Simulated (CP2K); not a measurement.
Ta3AsAu2O13, 57 atoms, a = 10.48 Å, b = 10.48 Å, c = 12.43 Å, α = 90.00°, β = 90.00°, γ = 120.00°.

Space group R3m; a generated structure, not necessarily the stable one.

Computed with CP2K, Kohn-Sham DFT of a periodic cell, PBE, GTH-PBE with SR-DZVP basis.

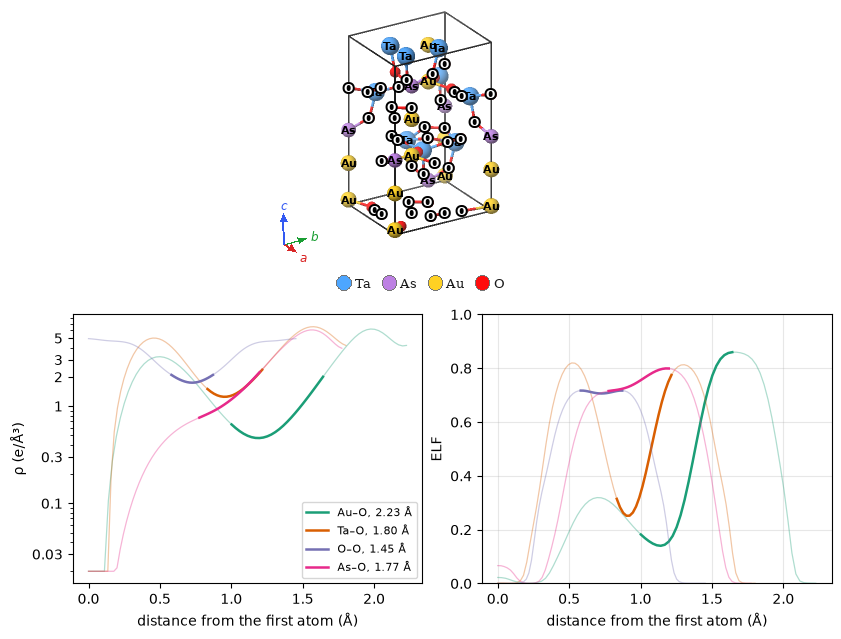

Ta3AsAu2O13. Valence charge density (pseudo) and ELF along straight lines between neighbouring atoms. Thin, pale parts lie inside the atomic spheres. The structure is drawn too.

The density is the valence pseudo-density of a pseudopotential calculation; it isn't the true density close to the nuclei.

### What can be read from the curves?

Au–O (2.23 Å): the density is about 0.5 e/Å³ at the midpoint; the ELF peaks at about 0.85 in the valence shell of O, 0.6 Å from its nucleus, and drops to about 0.15 between the two atoms.
Ta–O (1.80 Å): the density is about 1.3 e/Å³ at the midpoint; the ELF peaks at about 0.80 in the valence shell of O, 0.5 Å from its nucleus, and drops to about 0.25 between the two atoms; no localised pair shows between them.
O–O (1.45 Å): the density is about 1.7 e/Å³ at the midpoint; the ELF peaks at about 0.70 between the atoms.
As–O (1.77 Å): the density is about 0.91 e/Å³ at the midpoint; the ELF peaks at about 0.80 between the atoms: a shared but strongly polarised pair.
